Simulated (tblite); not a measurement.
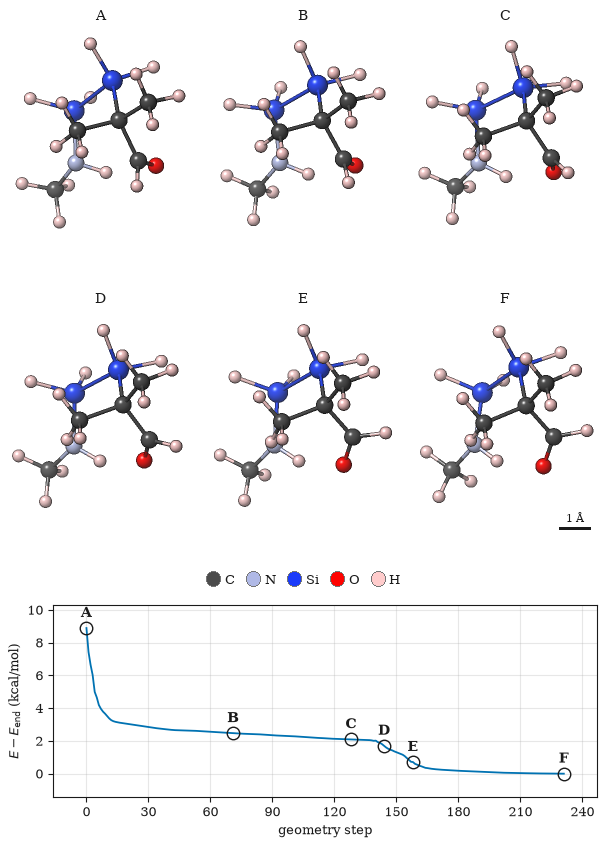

Frames of a relaxation of C₅H₁₅NOSi₂, marked on the history of the run. A ball-and-stick model, seen from a free direction.

Computed with GFN2-xTB geometry optimisation, gas phase in tblite. 

> What happens along the run?

The largest move after the best rigid fit is that of an H atom, 2.05 Å. By element the largest moves are H 2.05 Å, O 0.84 Å, C 0.44 Å, N 0.19 Å, Si 0.17 Å. Near-neighbour distances that change, for instance: C–C 1.535 → 1.469 Å, C–N 1.469 → 1.443 Å, Si–Si 2.331 → 2.305 Å, C–C 1.549 → 1.524 Å. Among the angles between lasting bonds that change: Si–C–C 112.0° → 102.2°, Si–N–H 109.3° → 118.4°, N–Si–H 107.0° → 116.0°. Groups turn about C–C by about 100°. Over 231 geometry steps the energy falls by 8.89 kcal/mol. From step 0 to 71: an H atom moves most (0.51 Å), energy −6.42 kcal/mol. From step 71 to 128: an H atom moves most (0.67 Å), energy −0.37 kcal/mol. From step 128 to 144: an H atom moves most (0.53 Å), energy −0.40 kcal/mol. From step 144 to 158: an H atom moves most (0.66 Å), energy −0.99 kcal/mol. From step 158 to 231: an H atom moves most (0.32 Å), energy −0.71 kcal/mol.
